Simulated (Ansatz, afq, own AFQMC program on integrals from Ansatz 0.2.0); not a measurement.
# AlBH₂ (triplet): quantum Monte Carlo beside coupled cluster at distance B1–Al2 = 1.505 Å, 6-31G, part 2 of 2

Ansatz 0.2.0, Gaussian basis, and an in-house AFQMC program (afq) on its integrals; all values are calculated; 6-31G, frozen cores. Earlier steps stand in the parts before.

**14. Phaseless AFQMC, CISD trial on ROHF**

It reads the integrals that the CCSD(T) run on this determinant wrote.

Command:

```bash
$ afq ham --method phaseless --trial cisd --walkers 4000 --populations 20 --least-time 60 --time-step 0.005 --steps-per-block 50 --equilibration-blocks 28 --max-blocks 4000 --target-error 0.00017 --factor-cut 1e-05 --start spin_pure --seed 4013 --release-times 0.24,0.51,0.99,1.62,2.4 --release-step 0.03 --release-every 3 --taylor-order 6
```

Output:

```text
orbitals 20  electrons 5 3  factors 127 of 328
reference energy -267.48871799 Eh
CCSD correlation -0.09109902 Eh in 10 cycles, weight of the determinant in the CISD state 0.9287
energy of the start -267.579812 Eh
 block  time / (1/Eh)  mean weight  energy / Eh
     1     0.250  1.0000  -267.579218
     2     0.500  0.9999  -267.579382
     3     0.750  1.0001  -267.579735
     4     1.000  1.0000  -267.580028
     5     1.250  0.9999  -267.580348
     6     1.500  0.9999  -267.580687
     7     1.750  1.0000  -267.580947
     8     2.000  1.0001  -267.581048
     9     2.250  1.0001  -267.581367
    10     2.500  0.9999  -267.581599
    11     2.750  0.9999  -267.581701
    12     3.000  0.9999  -267.581950
    13     3.250  0.9999  -267.581860
    14     3.500  0.9999  -267.582034
    15     3.750  0.9998  -267.582406
    16     4.000  1.0000  -267.582246
    17     4.250  0.9999  -267.582396
    18     4.500  1.0001  -267.582245
    19     4.750  1.0000  -267.582186
    20     5.000  1.0001  -267.581981
    21     5.250  0.9999  -267.582118
    22     5.500  1.0001  -267.582511
    23     5.750  0.9999  -267.582309
    24     6.000  1.0000  -267.582126
    25     6.250  1.0000  -267.582225
    26     6.500  0.9998  -267.582173
    27     6.750  1.0001  -267.582141
    28     7.000  1.0000  -267.582264
    29     7.250  1.0001  -267.581993
    30     7.500  1.0001  -267.582057
    31     7.750  0.9998  -267.582116
    32     8.000  1.0000  -267.582083
    33     8.250  1.0001  -267.581995
    34     8.500  0.9999  -267.582098
    35     8.750  0.9998  -267.582083
    36     9.000  0.9998  -267.581965
    37     9.250  1.0001  -267.582040
    38     9.500  1.0000  -267.581803
    39     9.750  1.0000  -267.581906
    40    10.000  1.0001  -267.581916
    41    10.250  1.0001  -267.582160
    42    10.500  1.0000  -267.582554
    43    10.750  1.0000  -267.582021
    44    11.000  0.9998  -267.582272
    45    11.250  0.9998  -267.582204
    46    11.500  1.0000  -267.582133
    47    11.750  1.0001  -267.582094
    48    12.000  0.9998  -267.581953
    49    12.250  0.9999  -267.581488
    50    12.500  1.0001  -267.582154
    51    12.750  1.0001  -267.582236
    52    13.000  1.0001  -267.582204
    53    13.250  1.0000  -267.581942
    54    13.500  0.9997  -267.582193
    55    13.750  1.0002  -267.581956
    56    14.000  0.9999  -267.581652
    57    14.250  1.0002  -267.581783
    58    14.500  1.0002  -267.582076
    59    14.750  0.9998  -267.581977
    60    15.000  0.9999  -267.581882
    61    15.250  1.0001  -267.582076
    62    15.500  1.0001  -267.582211
    63    15.750  1.0000  -267.582222
    64    16.000  0.9999  -267.582116
    65    16.250  1.0001  -267.581989
    66    16.500  1.0001  -267.582293
    67    16.750  1.0000  -267.582016
    68    17.000  1.0000  -267.581887
    69    17.250  1.0000  -267.581970
    70    17.500  1.0000  -267.582041
    71    17.750  1.0000  -267.582142
    72    18.000  1.0000  -267.581778
    73    18.250  0.9999  -267.581936
    74    18.500  1.0000  -267.581863
    75    18.750  0.9999  -267.581952
    76    19.000  0.9999  -267.581938
    77    19.250  1.0002  -267.582281
    78    19.500  1.0000  -267.582479
error from the spread of 20 populations
released: time / (1/Eh)  energy / Eh  error  mean overlap
  0.24  -267.582114  0.000038  0.9999
  0.51  -267.582170  0.000041  1.0007
  0.99  -267.582253  0.000030  1.0010
  1.62  -267.582326  0.000027  1.0008
  2.40  -267.582360  0.000038  1.0009
energy -267.582044 +/- 0.000051 Eh
```

It took 23 s on 1 × NVIDIA H100 80GB HBM3 with 2 threads of AMD EPYC 7R13 (Zen 3), shared host; peak host memory 1.5 GiB.

Energy -7281.2783 ± 0.0014 eV. Caveats: constraint bias not in the error.

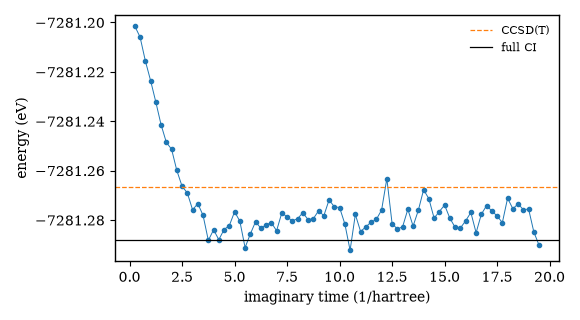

Block energies along the walk.

**15. Phaseless AFQMC, first-order trial on ROHF (settings varied)**

It reads the integrals that the CCSD(T) run on this determinant wrote.

Command:

```bash
$ afq ham --method phaseless --trial mp1 --walkers 20 --populations 1 --least-time 40 --time-step 0.01 --steps-per-block 10 --equilibration-blocks 60 --max-blocks 600 --target-error 0.00068 --factor-cut 0.0001 --start determinant --seed 6747 --taylor-order 6
```

Output:

```text
orbitals 20  electrons 5 3  factors 110 of 328
reference energy -267.48871799 Eh
CCSD correlation -0.09109876 Eh in 10 cycles, weight of the determinant in the CISD state 0.9287
energy of the start -267.555602 Eh
 block  time / (1/Eh)  mean weight  energy / Eh
     1     0.100  1.0055  -267.557670
     2     0.200  0.9975  -267.559568
     3     0.300  0.9986  -267.561430
     4     0.400  1.0012  -267.564156
     5     0.500  1.0011  -267.563917
     6     0.600  0.9998  -267.564653
     7     0.700  1.0003  -267.567041
     8     0.800  1.0014  -267.568591
     9     0.900  1.0002  -267.570179
    10     1.000  0.9959  -267.572276
    15     1.500  0.9984  -267.579454
    29     2.900  0.9971  -267.581607
    43     4.300  0.9966  -267.575250
    57     5.700  1.0004  -267.575297
    71     7.100  1.0001  -267.578980
    85     8.500  0.9975  -267.581198
    99     9.900  0.9969  -267.583102
   113    11.300  0.9996  -267.584377
   127    12.700  1.0015  -267.583542
   141    14.100  0.9983  -267.584965
   155    15.500  0.9990  -267.585547
   169    16.900  0.9992  -267.582668
   183    18.300  0.9995  -267.574202
   197    19.700  1.0058  -267.575331
   211    21.100  0.9989  -267.582280
   225    22.500  1.0019  -267.580369
   239    23.900  0.9992  -267.581525
   253    25.300  1.0018  -267.583069
   267    26.700  0.9992  -267.585407
   281    28.100  1.0046  -267.582069
   295    29.500  1.0039  -267.586785
   309    30.900  0.9982  -267.582084
   323    32.300  1.0021  -267.577187
   337    33.700  1.0007  -267.579869
   351    35.100  1.0005  -267.576328
   365    36.500  1.0056  -267.577211
   379    37.900  0.9994  -267.582378
   393    39.300  0.9986  -267.578688
   407    40.700  1.0007  -267.580465
   421    42.100  1.0028  -267.582425
   435    43.500  1.0003  -267.575385
   449    44.900  1.0001  -267.587592
   463    46.300  1.0030  -267.580636
   477    47.700  0.9975  -267.579083
   491    49.100  1.0010  -267.573463
   505    50.500  1.0016  -267.573807
   519    51.900  1.0034  -267.581574
   533    53.300  0.9983  -267.587781
   547    54.700  1.0017  -267.581250
blocks merged  error / Eh  count
     1  0.000225  500
     2  0.000304  250
     4  0.000408  125
     8  0.000528  62
    16  0.000652  31
    32  0.000881  15
energy -267.581777 +/- 0.000652 Eh
```

It took 27 s on 1 × NVIDIA H100 80GB HBM3 with 2 threads of AMD EPYC 7R13 (Zen 3), shared host; peak host memory 1.5 GiB.

Energy -7281.2711 ± 0.0177 eV. The run doesn't count as converged. Caveats: constraint bias not in the error; halves of the run differ. The error still grows with block length (0.0144 to 0.0240 eV), so the bar may be too small.

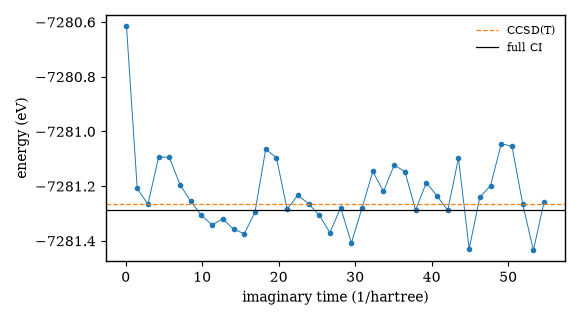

Block energies along the walk.

**16. CCSD(T) on UHF**

File in.yaml:

```yaml
crystal:
  periodic: [false, false, false]
  atoms:
    - {symbol: B, position_ang: [0.000000, 0.000000, 0.849422]}
    - {symbol: Al, position_ang: [0.000000, 0.000000, -0.655578]}
    - {symbol: H, position_ang: [0.000000, 0.000000, 2.032510]}
    - {symbol: H, position_ang: [0.000000, 0.000000, -2.226356]}
basis:
  gaussian: {orbitals: 6-31G}
magnetization: {spin_polarized: true, initial_magnetization: 2}
correlation: {method: ccsd_t, electrons: outside_noble_gas, hamiltonian_folder: ham}
```

Command:

```bash
$ ansatz run in.yaml --threads 1 --pin off --events-out ev --progress --plain --max-ram 24576MiB --backend cuda --devices 0, --max-vram 18GiB
```

Output, shortened:

```text
Functional definition: HF
  name "HF"
  cite "Fock, Z. Phys. 61, 126 (1930) doi:10.1007/BF01340294"
  parent pbe
[...]
328 factors; integrals over basis functions are off by at most 2.1e-4 eV
[...]
mean field -7278.82226867 eV, -267.4917846107 hartree, gradient 2.1e-6 eV, S^2 2.014029; 0 other end points of the search recorded, 0 dependent functions left out
6 core orbitals not correlated: weight in the atoms' cores, before any rotation towards them, 1.000 or more for the frozen orbitals, at most 0.000 for the correlated occupied ones
reference -7278.82226867 eV, -267.4917846107 hartree; 5, 3 occupied and 15, 17 virtual orbitals, 328 factors
second order -1.80063269 eV of doubles, -0.00000000 eV of singles
cycle   1  -2.19481817 eV  change   -3.9e-1 eV  update   5.5e-2
[...]
cycle  10  -2.39669233 eV  change   -2.4e-6 eV  update   5.6e-6
perturbative correction -0.04799786 eV, -0.0017638888 hartree
Total energy: -7281.26695886 eV, -267.5816253179 hartree
```

Run time: 5.5 s. Hardware: 1 × NVIDIA H100 80GB HBM3 with 1 thread of AMD EPYC 7R13 (Zen 3), shared host; peak host memory 1.5 GiB.

From the report: ⟨S²⟩ of the determinant 2.014 (pure triplet: 2.00); correlation -2.4447 eV; T1 0.013; largest double amplitude 0.06.

This run also writes the integrals to the folder ham.

**17. Full CI**

File in.yaml:

```yaml
hamiltonian:
  integrals:
    folder: ../ham
correlation: {method: fci}
```

The command is unchanged.

Output:

```text
Functional definition: HF
  name "HF"
  cite "Fock, Z. Phys. 61, 126 (1930) doi:10.1007/BF01340294"
  parent pbe
  exchange = exact_x
  correlation = 0
reference -7278.82226867 eV, -267.4917846107 hartree; 5, 3 occupied and 15, 17 virtual orbitals, 328 factors
state -7281.28827638 eV, -267.5824087224 hartree
Total energy: -7281.28827638 eV, -267.5824087224 hartree
```

Run time: 11 s. Hardware: 1 × NVIDIA H100 80GB HBM3 with 1 thread of AMD EPYC 7R13 (Zen 3), shared host; peak host memory 1.5 GiB.

From the report: 4,419,456 determinants.

**18. CCSDT(Q) on UHF**

File in.yaml:

```yaml
crystal:
  periodic: [false, false, false]
  atoms:
    - {symbol: B, position_ang: [0.000000, 0.000000, 0.849422]}
    - {symbol: Al, position_ang: [0.000000, 0.000000, -0.655578]}
    - {symbol: H, position_ang: [0.000000, 0.000000, 2.032510]}
    - {symbol: H, position_ang: [0.000000, 0.000000, -2.226356]}
basis:
  gaussian: {orbitals: 6-31G}
magnetization: {spin_polarized: true, initial_magnetization: 2}
correlation: {method: ccsdt_q, electrons: outside_noble_gas}
```

The command is unchanged.

Output, shortened:

```text
Functional definition: HF
  name "HF"
  cite "Fock, Z. Phys. 61, 126 (1930) doi:10.1007/BF01340294"
  parent pbe
[...]
540 factors; integrals over basis functions are off by at most 7.9e-8 eV
[...]
mean field -7278.82245674 eV, -267.4917915220 hartree, gradient 2.3e-6 eV, S^2 2.014029; 0 other end points of the search recorded, 0 dependent functions left out
6 core orbitals not correlated: weight in the atoms' cores, before any rotation towards them, 1.000 or more for the frozen orbitals, at most 0.000 for the correlated occupied ones
reference -7278.82245674 eV, -267.4917915220 hartree; 5, 3 occupied and 15, 17 virtual orbitals, 540 factors
second order -1.80065576 eV of doubles, -0.00000000 eV of singles
cycle   1  -2.19483668 eV  change   -3.9e-1 eV  update   5.9e-2
[...]
cycle  15  -2.46231065 eV  change    5.4e-7 eV  update   3.6e-7
perturbative correction -0.00303781 eV, -0.0001116374 hartree
Total energy: -7281.28780519 eV, -267.5823914067 hartree
```

It took 5.5 s on 1 × NVIDIA H100 80GB HBM3 with 1 thread of AMD EPYC 7R13 (Zen 3), shared host; peak host memory 1.5 GiB.

From the report: ⟨S²⟩ of the determinant 2.014 (pure triplet: 2.00); correlation -2.4653 eV; T1 0.013; largest double amplitude 0.07.

**19. CCSDTQ on UHF**

in.yaml: that of step 18 with these lines changed.

```diff
@@ -10,2 +10,2 @@
 magnetization: {spin_polarized: true, initial_magnetization: 2}
-correlation: {method: ccsdt_q, electrons: outside_noble_gas}
+correlation: {method: ccsdtq, electrons: outside_noble_gas}
```

Same command.

Output, shortened:

```text
Functional definition: HF
  name "HF"
  cite "Fock, Z. Phys. 61, 126 (1930) doi:10.1007/BF01340294"
  parent pbe
[...]
540 factors; integrals over basis functions are off by at most 7.9e-8 eV
[...]
mean field -7278.82245674 eV, -267.4917915220 hartree, gradient 2.3e-6 eV, S^2 2.014029; 0 other end points of the search recorded, 0 dependent functions left out
6 core orbitals not correlated: weight in the atoms' cores, before any rotation towards them, 1.000 or more for the frozen orbitals, at most 0.000 for the correlated occupied ones
reference -7278.82245674 eV, -267.4917915220 hartree; 5, 3 occupied and 15, 17 virtual orbitals, 540 factors
second order -1.80065576 eV of doubles, -0.00000000 eV of singles
cycle   1  -2.19483668 eV  change   -3.9e-1 eV  update   5.9e-2
[...]
cycle  15  -2.46584449 eV  change    1.6e-7 eV  update   6.4e-7
Total energy: -7281.28830123 eV, -267.5824096356 hartree
```

It took 12 s on 1 × NVIDIA H100 80GB HBM3 with 1 thread of AMD EPYC 7R13 (Zen 3), shared host; peak host memory 1.5 GiB.

From the report: ⟨S²⟩ of the determinant 2.014 (pure triplet: 2.00); correlation -2.4658 eV; T1 0.013; largest double amplitude 0.07.

**20. Phaseless AFQMC, CISD trial on UHF**

It reads the integrals that the CCSD(T) run on this determinant wrote.

Command:

```bash
$ afq ham --method phaseless --trial cisd --walkers 4000 --populations 20 --least-time 60 --time-step 0.005 --steps-per-block 50 --equilibration-blocks 28 --max-blocks 4000 --target-error 0.00017 --factor-cut 1e-05 --start spin_pure --seed 4013 --release-times 0.24,0.51,0.99,1.62,2.4 --release-step 0.03 --release-every 3 --taylor-order 6
```

Output:

```text
orbitals 20  electrons 5 3  factors 127 of 328
reference energy -267.49178461 Eh
CCSD correlation -0.08807674 Eh in 10 cycles, weight of the determinant in the CISD state 0.9323
energy of the start -267.579782 Eh
 block  time / (1/Eh)  mean weight  energy / Eh
     1     0.250  1.0000  -267.579272
     2     0.500  0.9999  -267.579463
     3     0.750  1.0001  -267.579853
     4     1.000  1.0000  -267.580123
     5     1.250  0.9999  -267.580476
     6     1.500  0.9998  -267.580823
     7     1.750  1.0000  -267.581021
     8     2.000  1.0000  -267.581097
     9     2.250  1.0001  -267.581600
    10     2.500  0.9999  -267.581904
    11     2.750  0.9999  -267.581871
    12     3.000  0.9999  -267.581926
    13     3.250  0.9999  -267.581768
    14     3.500  0.9999  -267.582030
    15     3.750  0.9998  -267.582344
    16     4.000  1.0000  -267.582370
    17     4.250  1.0000  -267.582350
    18     4.500  1.0001  -267.582240
    19     4.750  1.0001  -267.582220
    20     5.000  1.0001  -267.582017
    21     5.250  0.9999  -267.581837
    22     5.500  1.0001  -267.582076
    23     5.750  1.0000  -267.582072
    24     6.000  1.0001  -267.582159
    25     6.250  1.0001  -267.582225
    26     6.500  0.9999  -267.582129
    27     6.750  1.0001  -267.582119
    28     7.000  1.0000  -267.582191
    29     7.250  1.0001  -267.582122
    30     7.500  1.0000  -267.582058
    31     7.750  0.9999  -267.582060
    32     8.000  0.9999  -267.582251
    33     8.250  1.0001  -267.582064
    34     8.500  1.0000  -267.582093
    35     8.750  0.9998  -267.582082
    36     9.000  1.0000  -267.582162
    37     9.250  1.0001  -267.582126
    38     9.500  1.0000  -267.581915
    39     9.750  1.0000  -267.582085
    40    10.000  1.0001  -267.582350
    41    10.250  1.0000  -267.582428
    42    10.500  1.0000  -267.582425
    43    10.750  1.0000  -267.582215
    44    11.000  0.9999  -267.582232
    45    11.250  0.9998  -267.582151
    46    11.500  0.9999  -267.582147
    47    11.750  1.0000  -267.582000
    48    12.000  0.9998  -267.581956
    49    12.250  0.9998  -267.581763
    50    12.500  1.0001  -267.582157
    51    12.750  1.0001  -267.582181
    52    13.000  1.0001  -267.582439
    53    13.250  1.0000  -267.582203
    54    13.500  0.9998  -267.582544
    55    13.750  1.0001  -267.582187
    56    14.000  0.9999  -267.581990
    57    14.250  1.0001  -267.582005
    58    14.500  1.0001  -267.582115
    59    14.750  0.9998  -267.582044
    60    15.000  1.0000  -267.582037
    61    15.250  1.0000  -267.581902
    62    15.500  1.0001  -267.581958
    63    15.750  0.9999  -267.582061
    64    16.000  0.9999  -267.581943
    65    16.250  1.0000  -267.582041
    66    16.500  1.0001  -267.582138
    67    16.750  1.0001  -267.582402
    68    17.000  0.9999  -267.582297
    69    17.250  1.0000  -267.582256
    70    17.500  0.9999  -267.582233
    71    17.750  1.0001  -267.582278
    72    18.000  0.9998  -267.582011
    73    18.250  0.9997  -267.581967
    74    18.500  1.0000  -267.581925
    75    18.750  0.9998  -267.582071
    76    19.000  0.9999  -267.581984
    77    19.250  0.9999  -267.582149
    78    19.500  1.0001  -267.582152
error from the spread of 20 populations
released: time / (1/Eh)  energy / Eh  error  mean overlap
  0.24  -267.582160  0.000047  1.0006
  0.51  -267.582212  0.000031  1.0024
  0.99  -267.582289  0.000028  1.0017
  1.62  -267.582312  0.000030  1.0019
  2.40  -267.582332  0.000049  1.0002
energy -267.582127 +/- 0.000040 Eh
```

Run time: 21 s. Hardware: 1 × NVIDIA H100 80GB HBM3 with 2 threads of AMD EPYC 7R13 (Zen 3), shared host; peak host memory 1.5 GiB.

Energy -7281.2806 ± 0.0011 eV. Caveats: constraint bias not in the error.

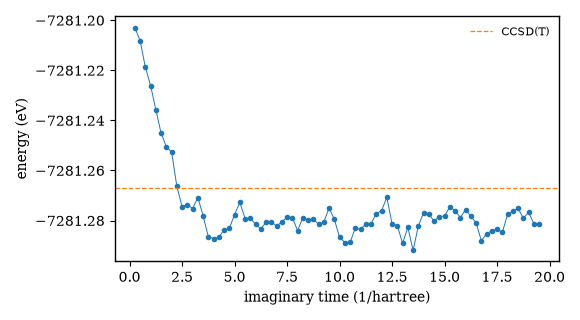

Block energies along the walk.

**21. AFQMC on the ladder**

On the ROHF determinant, counted from full CI (exact for this spin and basis):

```
                                                level  energy (eV)  from full CI (kcal/mol)  statistical error (kcal/mol)  time
                                                   HF   -7278.7388                   +58.79                                    
                                                  MP2   -7280.6007                   +15.85                                    
                                                 CCSD   -7281.2178                    +1.62                                    
                                              CCSD(T)   -7281.2665                    +0.50                                    
                                             CCSDT(Q)   -7281.2874                    +0.02                                    
                                               CCSDTQ   -7281.2879                     0.00                                    
                                              full CI   -7281.2880                     0.00                                    
Phaseless AFQMC, CISD trial, step 0.005, 4000 walkers   -7281.2783                    +0.22                          0.03  23 s
```

The full CI on restricted orbitals is not used as the yardstick for these unrestricted rows.

On the UHF determinant, counted from CCSDTQ (a yardstick, not exact):

```csv
level,energy (eV),from CCSDTQ (kcal/mol),statistical error (kcal/mol),time
HF,-7278.8223,+56.87,,
MP2,-7280.6229,+15.34,,
CCSD,-7281.2190,+1.60,,
CCSD(T),-7281.2670,+0.49,,
CCSDT(Q),-7281.2878,+0.01,,
CCSDTQ,-7281.2883,0.00,,
"Phaseless AFQMC, CISD trial, step 0.005, 4000 walkers",-7281.2806,+0.18,0.03,21 s
```

The functionals' totals stand on their own zeros and serve differences with other points: PBE -7293.009 eV; r2SCAN -7296.759 eV; PBE0 -7293.875 eV; B3LYP -7298.779 eV; wB97M-V -7297.012 eV; B2PLYP -7293.170 eV.

**22. Outcome**

The summary covers parts 1 to 2.

| quantity | value |
| --- | --- |
| CCSD(T) on ROHF from full CI | +0.50 kcal/mol |
| Phaseless AFQMC, CISD trial on ROHF from full CI | +0.22 ± 0.03 kcal/mol |
| CCSD(T) on UHF from CCSDTQ | +0.49 kcal/mol |
| Phaseless AFQMC, CISD trial on UHF from CCSDTQ | +0.18 ± 0.03 kcal/mol |

On ROHF the phaseless walk with the CISD trial lies +0.22 kcal/mol from full CI, 7 times its error bar: mostly the bias of the constraint. On UHF the phaseless walk with the CISD trial lies +0.18 kcal/mol from CCSDTQ, 7 times its error bar. Error bars are statistical and leave out the constraint, the time step and what remains of the start.
